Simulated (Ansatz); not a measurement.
Start from WC (space group P-6m2, No. 187; a = 2.922 Å, c = 2.846 Å; relaxed with 0.1 eV smearing).

Structures relaxed with PBE, PAW, 420 eV (Ansatz, an electronic-structure program; scalar-relativistic without spin-orbit coupling).

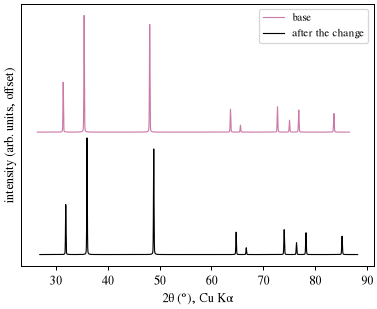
Fig. 1. Simulated powder patterns before (top) and after one change

**Question.** Which of these changes matches the shifts?
(A) isotropic strain −1.50 %
(B) isotropic strain +3.00 %
(C) isotropic strain +2.00 %
(D) isotropic strain +0.50 %

**Answer.** A, isotropic strain −1.50 %. Its volume per atom is 10.06 Å³ against 10.53 Å³, and its space group is P-6m2 (No. 187).

Whether these cells are dynamically stable was not tested. The final runs are not spin-polarised.
